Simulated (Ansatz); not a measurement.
**C3H4AlF (SMILES C#[C][Al]([CH3])[F]): density, localisation and related maps**

```
atom    x (Å)    y (Å)    z (Å)
   C  -2.1212  -0.4631  -0.9663
   C  -1.6204   0.5401  -0.4721
   C   0.8836   2.8352  -0.3438
  Al  -0.7975   2.0964   0.2589
   F  -1.6107   2.8437   1.5090
   H  -2.5666  -1.3440  -1.3960
   H   1.2824   2.3120  -1.2273
   H   1.6474   2.7764   0.4511
   H   0.7860   3.9047  -0.5971
```

Geometry: r2SCAN-D4/def2-SVP.

All numbers below come from Ansatz, isolated molecule in a Gaussian basis; Kohn-Sham density functional theory, functional PBE0.

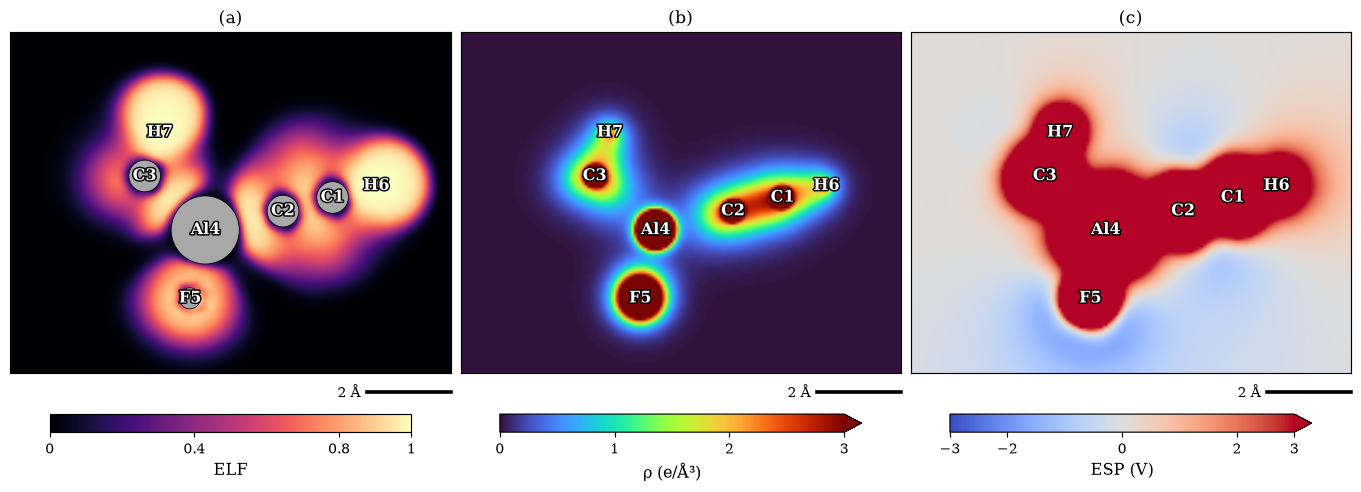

Figure 1. (a) electron localisation function; (b) total electron density; (c) electrostatic potential on the plane of atoms C3, Al4 and F5. Grey discs cover the atomic cores in the ELF map.

### Read the bonding off the picture.

Atoms in the plane: C, Al, F and H. C–C (1.23 Å): ρ is about 2.8 e/Å³ halfway; the ELF peaks at about 0.85 between the atoms: a short, multiple covalent bond. Al–F (1.67 Å): ρ is about 0.87 e/Å³ halfway; the ELF peaks at about 0.85 in the valence shell of F, 0.5 Å from its nucleus, and is about 0.35 at the midpoint. C–Al (1.91 Å): ρ at the midpoint is about 0.74 e/Å³; the ELF peaks at about 0.95 between the atoms, as expected for a shared but strongly polarised pair. C–H (1.08 Å): ρ at the midpoint is about 2.1 e/Å³; the ELF climbs to about 1 towards the hydrogen, as it does in any bond to H (a covalent bond by its length). The ELF also peaks beside F5, away from the bonds: lone-pair regions. Outside the dense part of the molecule the potential is most negative (−1.6 V) near F5.

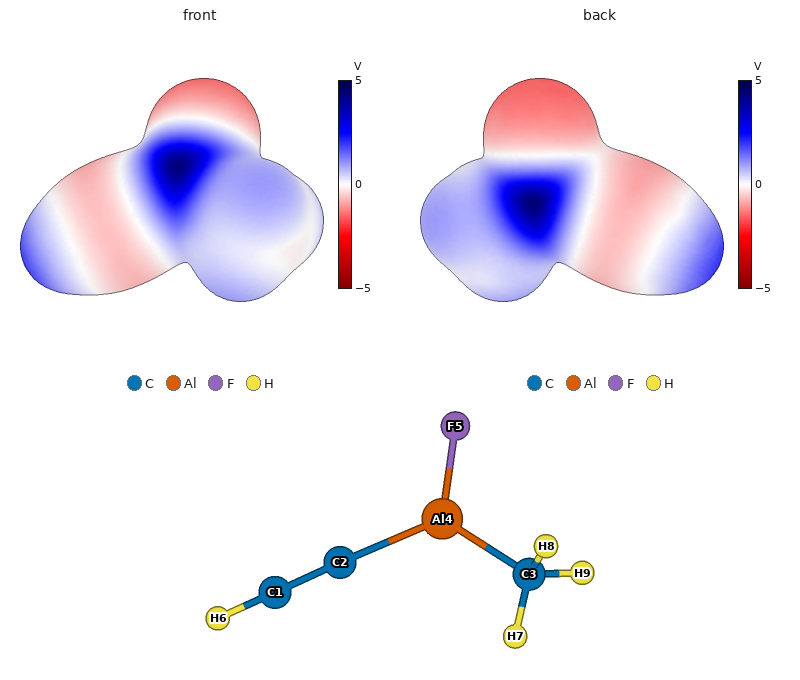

Figure 2. The molecular electrostatic potential painted on the density surface at 0.002 e/bohr³, seen from the front and from behind; the colour scale runs from red (negative) to blue (positive). The bare structure is drawn below in the same view.

### Describe the electrostatic potential map.

The most negative region (about −1.4 V) lies over F5, the most positive (about +4.1 V) over Al4.

### How polar is the molecule by this calculation?

Its dipole moment is 2.08 D.

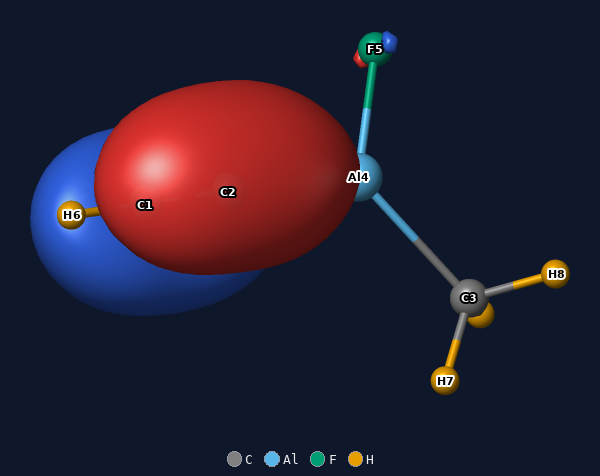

Figure 3. The HOMO−1 at ±0.1 Å⁻³ᐟ² (red and blue are the two phases), seen at a tilt.

### Describe this orbital and give its energy.

It lies mainly on C2 (about 45 %) and C1 (about 45 %); π-bonding across C2–C1. Its energy is −8.43 eV.
